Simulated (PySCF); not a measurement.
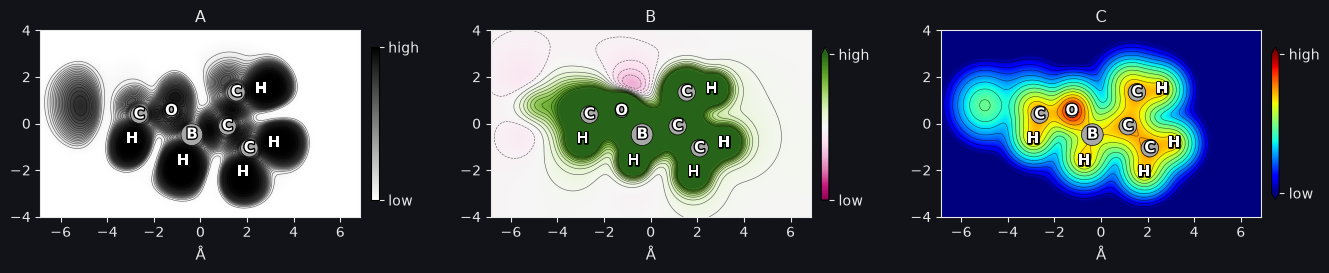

C$_{6}$H$_{10}$BClO (SMILES C=C(C)BOCC(=C)Cl): 3 fields on the plane of atoms C2, C1 and H11, with unlabelled colour scales. Grey discs cover the atomic cores.

Geometry: GFN2-xTB.

These are results of PBE0/pcSseg-1, SCF density, gas phase, non-relativistic (PySCF 2.14.0), not measurements.

```json
{"atom": "C", "x (Å)": "-3.0278", "y (Å)": "-0.5157", "z (Å)": "0.7339"}
{"atom": "C", "x (Å)": "-1.9082", "y (Å)": "-0.0237", "z (Å)": "0.2047"}
{"atom": "C", "x (Å)": "-1.8862", "y (Å)": "1.3687", "z (Å)": "-0.3616"}
{"atom": "B", "x (Å)": "-0.5878", "y (Å)": "-0.8690", "z (Å)": "0.1518"}
{"atom": "O", "x (Å)": "0.4767", "y (Å)": "-0.3047", "z (Å)": "-0.4240"}
{"atom": "C", "x (Å)": "1.7292", "y (Å)": "-0.9131", "z (Å)": "-0.5448"}
{"atom": "C", "x (Å)": "2.7724", "y (Å)": "-0.1938", "z (Å)": "0.2680"}
{"atom": "C", "x (Å)": "2.5690", "y (Å)": "0.8661", "z (Å)": "1.0264"}
{"atom": "Cl", "x (Å)": "4.3427", "y (Å)": "-0.9102", "z (Å)": "0.1203"}
{"atom": "H", "x (Å)": "-3.9475", "y (Å)": "0.0489", "z (Å)": "0.7767"}
{"atom": "H", "x (Å)": "-3.0652", "y (Å)": "-1.5098", "z (Å)": "1.1462"}
{"atom": "H", "x (Å)": "-1.1712", "y (Å)": "1.9802", "z (Å)": "0.1866"}
{"atom": "H", "x (Å)": "-1.5581", "y (Å)": "1.3410", "z (Å)": "-1.3989"}
{"atom": "H", "x (Å)": "-2.8663", "y (Å)": "1.8381", "z (Å)": "-0.3088"}
{"atom": "H", "x (Å)": "-0.5411", "y (Å)": "-1.9651", "z (Å)": "0.5957"}
{"atom": "H", "x (Å)": "1.6928", "y (Å)": "-1.9662", "z (Å)": "-0.2284"}
{"atom": "H", "x (Å)": "2.0246", "y (Å)": "-0.8855", "z (Å)": "-1.6029"}
{"atom": "H", "x (Å)": "1.5831", "y (Å)": "1.2900", "z (Å)": "1.0960"}
{"atom": "H", "x (Å)": "3.3591", "y (Å)": "1.3329", "z (Å)": "1.5861"}
```

Question: The panels show electron density, electron localisation function and electrostatic potential in some order. Assign them.

Answer: Panel A: electron localisation function. Panel B: electrostatic potential (strongly positive close to the atoms, with negative regions outside electron-rich atoms). Panel C: electron density. From the grid: C–C (1.33 Å): the density is about 2.3 e/Å³ at the midpoint; the ELF peaks at about 0.95 between the atoms (a multiple bond). B–O (1.34 Å): ρ at the midpoint is about 2.2 e/Å³; the ELF peaks at about 0.90 between the atoms, as expected for a short, strongly polar bond.
